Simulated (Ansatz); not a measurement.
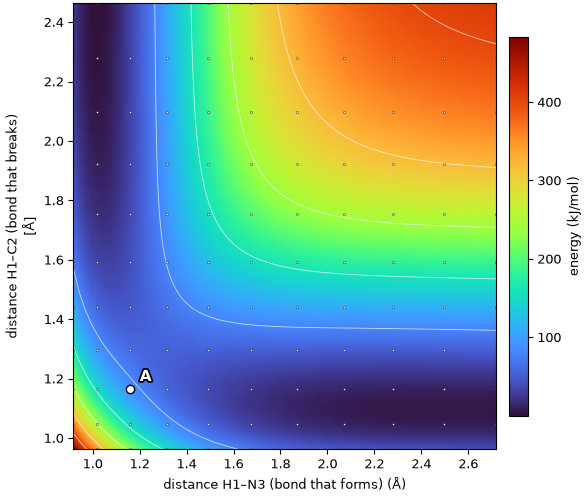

The reacting system CH6N (fragments CH₄ + H₂N where the first distance is long, H₃N + CH₃ where the second is long), spin multiplicity 2. The first coordinate is: distance H1–N3 (bond that forms); the second: distance H1–C2 (bond that breaks). Relaxed at each point: all other coordinates. The scan uses an 11 × 11 grid. Points are written as (first, second). Energies are in kJ/mol, from the lowest grid point. In part of the range the unrestricted reference is strongly spin-contaminated. Computed with UKS r2SCAN0-D4/def2-SVP (Ansatz).

In the figure: a smooth colour map with a few white contour lines, dots at the grid points, the point A. Between grid points the surface is interpolated.

Question: Which way does the force act at A, and how strong is it?

Answer: A, at (1.159 Å, 1.164 Å), is not a stationary point. The computed force is 300 kJ/mol for each Å towards larger values of the first coordinate and 340 kJ/mol for each Å towards larger values of the second coordinate.
